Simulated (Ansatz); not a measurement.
# doublet [C5H10O2]+ at 6 levels

Wanted: a comparison of 6 runs (UHF/STO-3G, UHF/3-21G, U-r2SCAN/6-31G*, U-revPBE/6-31G*, UPBE0/6-31G*, UMP2/6-31G*) of doublet [C5H10O2]+. 

Program for the calculation: Ansatz 0.2.0.

25 further runs of the same task are left out: 25 set aside as unsound or not needed. Runs told in other sessions of the task aren't counted.

**1. The structure to begin with**

[C5H10O2]+ has 17 atoms, charge +1, and is taken as a doublet. SMILES of the parent species: `CC1CCOCO1`. Geometry: relaxed at PBE0-D4/def2-TZVP. This is one conformer, not always the lowest. That shape belongs to the parent species and isn't relaxed for this state.

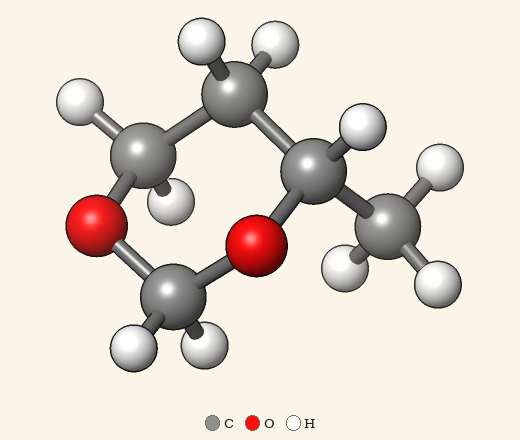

Viewed from a chosen angle; carbon grey, oxygen red, hydrogen white.

**2. A single-point energy at UHF/STO-3G (run 1)**

in.yaml

```yaml
crystal:
  periodic: [false, false, false]
  atoms:
    - symbol: C
      position_ang: [0.210760, -1.632870, -0.724210]
    - symbol: C
      position_ang: [0.886880, -0.297200, -0.462930]
    - symbol: C
      position_ang: [0.070700, 0.907180, -0.926650]
    - symbol: C
      position_ang: [-1.043240, 1.204310, 0.059710]
    - symbol: O
      position_ang: [-0.515170, 1.328310, 1.364660]
    - symbol: C
      position_ang: [0.148030, 0.156820, 1.729980]
    - symbol: O
      position_ang: [1.237200, -0.132500, 0.909770]
    - symbol: H
      position_ang: [0.809890, -2.442320, -0.303440]
    - symbol: H
      position_ang: [-0.791670, -1.692680, -0.296330]
    - symbol: H
      position_ang: [0.119940, -1.796610, -1.800680]
    - symbol: H
      position_ang: [1.848300, -0.296470, -0.982940]
    - symbol: H
      position_ang: [0.727670, 1.779090, -0.980740]
    - symbol: H
      position_ang: [-0.337810, 0.729660, -1.925630]
    - symbol: H
      position_ang: [-1.807030, 0.411500, 0.045760]
    - symbol: H
      position_ang: [-1.538910, 2.148020, -0.172300]
    - symbol: H
      position_ang: [-0.569470, -0.682110, 1.732170]
    - symbol: H
      position_ang: [0.543910, 0.307850, 2.733810]
basis:
  gaussian:
    orbitals: STO-3G
magnetization:
  spin_polarized: true
  initial_magnetization: 1
accuracy: high
hamiltonian:
  xc: hf
output: {orbitals: {seedname: orbitals}}
total_charge: 1
```

Launch:

```
$ ansatz run in.yaml --threads 1 --pin off --max-ram 3480MiB --events-out events.jsonl --progress --plain --runs-dir runs
```

Standard output:

```text
Warning: RAYON_NUM_THREADS=1 ignored (pool sized by the plan → 1); use --threads N
Functional definition: HF
  name "HF"
  exchange = exact_x
  correlation = 0
1089 factors; integrals over basis functions are off by at most 2.5e-9 eV
mean field evaluation 1: about -9255.3986 eV, gradient 2.1e1 eV
mean field evaluation 2: about -9255.9238 eV, gradient 2.1e1 eV
mean field evaluation 4: about -9259.6838 eV, gradient 3.3e0 eV
mean field evaluation 8: about -9260.7614 eV, gradient 2.7e0 eV
mean field evaluation 16: about -9260.3202 eV, gradient 4.8e0 eV
mean field evaluation 32: about -9259.4928 eV, gradient 6.4e-1 eV
mean field evaluation 64: about -9260.6984 eV, gradient 1.2e0 eV
mean field -9260.98320759 eV, -340.3348555590 hartree, gradient 2.3e-8 eV, S^2 0.759593; 1 other end points of the search recorded, 0 dependent functions left out
reference -9260.98320759 eV, -340.3348555590 hartree; 28, 27 occupied and 17, 18 virtual orbitals, 1089 factors
Total energy: -9260.98320759 eV, -340.3348555590 hartree
```

Wall time 3.9 s (1 thread of Arm Neoverse V2, shared host); peak memory 0.13 GiB.

**3. A single-point energy at UHF/3-21G (run 2)**

molecule.yaml

```yaml
crystal:
  periodic: [false, false, false]
  atoms:
    - symbol: C
      position_ang: [0.210760, -1.632870, -0.724210]
    - symbol: C
      position_ang: [0.886880, -0.297200, -0.462930]
    - symbol: C
      position_ang: [0.070700, 0.907180, -0.926650]
    - symbol: C
      position_ang: [-1.043240, 1.204310, 0.059710]
    - symbol: O
      position_ang: [-0.515170, 1.328310, 1.364660]
    - symbol: C
      position_ang: [0.148030, 0.156820, 1.729980]
    - symbol: O
      position_ang: [1.237200, -0.132500, 0.909770]
    - symbol: H
      position_ang: [0.809890, -2.442320, -0.303440]
    - symbol: H
      position_ang: [-0.791670, -1.692680, -0.296330]
    - symbol: H
      position_ang: [0.119940, -1.796610, -1.800680]
    - symbol: H
      position_ang: [1.848300, -0.296470, -0.982940]
    - symbol: H
      position_ang: [0.727670, 1.779090, -0.980740]
    - symbol: H
      position_ang: [-0.337810, 0.729660, -1.925630]
    - symbol: H
      position_ang: [-1.807030, 0.411500, 0.045760]
    - symbol: H
      position_ang: [-1.538910, 2.148020, -0.172300]
    - symbol: H
      position_ang: [-0.569470, -0.682110, 1.732170]
    - symbol: H
      position_ang: [0.543910, 0.307850, 2.733810]
basis:
  gaussian:
    orbitals: 3-21G.json
total_charge: 1
magnetization:
  spin_polarized: true
  initial_magnetization: 1
hamiltonian:
  xc: hf
accuracy: high
output:
  orbitals: {seedname: orbitals}
```

The basis set 3-21G is read from a file made from the Basis Set Exchange's data (not shown).

Launch:

```
$ ansatz run molecule.yaml --threads 1 --pin off --max-ram 3480MiB --events-out events.jsonl --progress --plain --runs-dir runs
```

Standard output (excerpt; [...] marks lines left out):

```text
Warning: RAYON_NUM_THREADS=1 ignored (pool sized by the plan → 1); use --threads N
Functional definition: HF
  name "HF"
[...]
2105 factors; integrals over basis functions are off by at most 9.4e-9 eV
[...]
mean field -9323.54917548 eV, -342.6341124703 hartree, gradient 3.4e-8 eV, S^2 0.760846; 3 other end points of the search recorded, 0 dependent functions left out
reference -9323.54917548 eV, -342.6341124703 hartree; 28, 27 occupied and 55, 56 virtual orbitals, 2105 factors
Total energy: -9323.54917548 eV, -342.6341124703 hartree
```

Wall time 13 s (1 thread of Arm Neoverse V2, shared host); peak memory 0.38 GiB.

Runs 3 to 5 aren't shown in full; the table further down has their settings and results.

**4. A single-point energy at UMP2/6-31G(d) (spherical functions) (run 6)**

input.yaml

```yaml
crystal:
  periodic: [false, false, false]
  atoms:
    - {symbol: C, position_ang: [0.210760, -1.632870, -0.724210]}
    - {symbol: C, position_ang: [0.886880, -0.297200, -0.462930]}
    - {symbol: C, position_ang: [0.070700, 0.907180, -0.926650]}
    - {symbol: C, position_ang: [-1.043240, 1.204310, 0.059710]}
    - {symbol: O, position_ang: [-0.515170, 1.328310, 1.364660]}
    - {symbol: C, position_ang: [0.148030, 0.156820, 1.729980]}
    - {symbol: O, position_ang: [1.237200, -0.132500, 0.909770]}
    - {symbol: H, position_ang: [0.809890, -2.442320, -0.303440]}
    - {symbol: H, position_ang: [-0.791670, -1.692680, -0.296330]}
    - {symbol: H, position_ang: [0.119940, -1.796610, -1.800680]}
    - {symbol: H, position_ang: [1.848300, -0.296470, -0.982940]}
    - {symbol: H, position_ang: [0.727670, 1.779090, -0.980740]}
    - {symbol: H, position_ang: [-0.337810, 0.729660, -1.925630]}
    - {symbol: H, position_ang: [-1.807030, 0.411500, 0.045760]}
    - {symbol: H, position_ang: [-1.538910, 2.148020, -0.172300]}
    - {symbol: H, position_ang: [-0.569470, -0.682110, 1.732170]}
    - {symbol: H, position_ang: [0.543910, 0.307850, 2.733810]}
basis:
  gaussian: {orbitals: 6-31G_st_-spherical.json}
total_charge: 1
magnetization: {spin_polarized: true, initial_magnetization: 1}
correlation: {method: mp2, frozen_orbitals: {C: 1, H: 0, O: 1}}
accuracy: high
```

The basis set 6-31G* is read from a file made from the Basis Set Exchange's data (not shown).

Launch:

```
$ ansatz run input.yaml --threads 1 --pin off --max-ram 3480MiB --events-out events.jsonl --progress --plain --runs-dir runs
```

Standard output (excerpt; [...] marks lines left out):

```text
Warning: RAYON_NUM_THREADS=1 ignored (pool sized by the plan → 1); use --threads N
Functional definition: HF
  name "HF"
[...]
3055 factors; integrals over basis functions are off by at most 3.4e-9 eV
[...]
mean field -9375.39019462 eV, -344.5392347847 hartree, gradient 1.8e-8 eV, S^2 0.762784; 10 other end points of the search recorded, 0 dependent functions left out
7 core orbitals not correlated: weight in the atoms' cores, before any rotation towards them, 1.000 or more for the frozen orbitals, at most 0.000 for the correlated occupied ones
reference -9375.39019462 eV, -344.5392347847 hartree; 21, 20 occupied and 90, 91 virtual orbitals, 3055 factors
second order -25.83134855 eV of doubles, -0.00000000 eV of singles
Total energy: -9401.22154318 eV, -345.4885193349 hartree
```

It took 28 s on 1 thread of Arm Neoverse V2, shared host; peak memory 0.6 GiB.

**5. Overview of the runs**

```tsv
run	level	frozen core orbitals	energy (Eh)	HOMO energy (eV)	LUMO energy (eV)	⟨S²⟩	wall time
1	UHF/STO-3G	–	-340.334856	-15.71	-3.32	0.760	3.9 s
2	UHF/3-21G	–	-342.634112	-17.12	-6.07	0.761	13 s
3	U-r2SCAN/6-31G* (spherical functions)	–	-346.437322	-12.37	-12.15	0.754	1.9 min
4	U-revPBE/6-31G* (spherical functions)	–	-346.533159	-12.03	-11.96	0.752	56 s
5	UPBE0/6-31G* (spherical functions)	–	-346.233743	-13.42	-11.59	0.755	78 s
6	UMP2/6-31G* (spherical functions)	7	-345.488519	–	–	0.763	28 s
```

**6. Results**

```
                                          quantity          value
                               run 6: total energy  -345.48852 Eh
run 6: correlation energy (7 core orbitals frozen)     -949.3 mEh
          run 6: ⟨S²⟩ of the reference determinant          0.763
```

Totals of different functionals can't be ranked against each other. In run 1 the basis is minimal, so the values are rough. All runs together took 4.9 min, the longest 1.9 min.
